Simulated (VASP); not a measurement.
Band structure of CoO (relaxed from the wurtzite structure, space group P6_3mc). Calculation: PBEsol GGA, VASP's PBE PAW potentials (set 64) (plane waves; VASP 6.6.1).

The moments were started parallel, and other spin orders were not tried in this run.

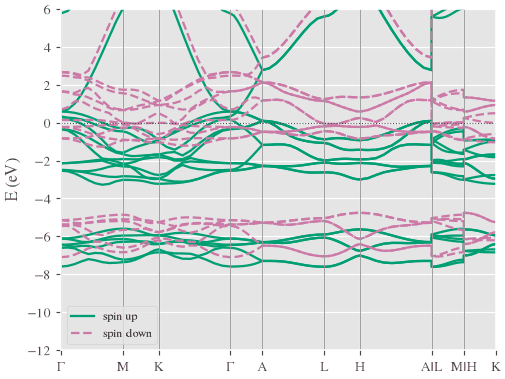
*Bands along high-symmetry lines, zero at the valence-band maximum or, without a gap, the Fermi level*

**Question.** Read the plot: is there a gap, and where are the band edges?

**Answer.** It has no gap at this level: it comes out as a metal or semimetal. (Edges off the drawn lines would not show.)

The structure was generated: CoO was put into the wurtzite type (P6_3mc), which need not be its known phase. It was relaxed first.
